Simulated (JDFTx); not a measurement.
System: WSi2(110) (I4/mmm bulk; lattice of mp-1620, not re-optimised at this level), 1x1 cell of 12 atoms in 4 planes (Si/W outermost, slab composition W4Si8), area 17.74 Å² a face, 7.0 Å between the outermost planes in a cell 22.8 Å high; k mesh 6×6×1, Fermi width 0.01 Ha, no spin polarisation. Whether this polymorph is the ambient one wasn't checked.

Method: PBE, GBRV ultrasoft potentials, plane waves to 20/100 Ha, in JDFTx (a modified build). Liquid on both sides: CANDLE, water, 1 M KF; nuclei fixed, outer atoms relaxed in vacuum. The electron chemical potential μ is absolute (zero in the bulk liquid) and is turned into a potential by U = −μ/e − 4.44 V vs SHE, a convention. This is a symmetric, unreconstructed model surface, and the continuum liquid cannot react with it. On the negative side CANDLE's cavity feels the periodic box, so those points shift with the cell height. Convergence in thickness and k mesh wasn't tested for this slab.

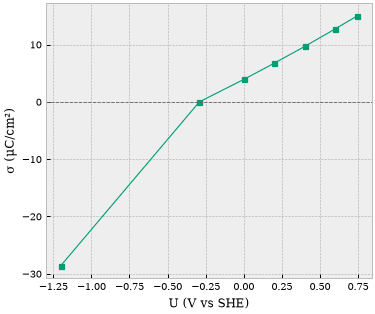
Fig. 1. Surface charge density of WSi2(110) against potential

Q: Read off the potential of zero charge and the mean capacitance σ/(U − U_pzc) at the computed point just above it.

A: U_pzc ≈ -0.3 V. At 0.00 V it is about 13 μF/cm².
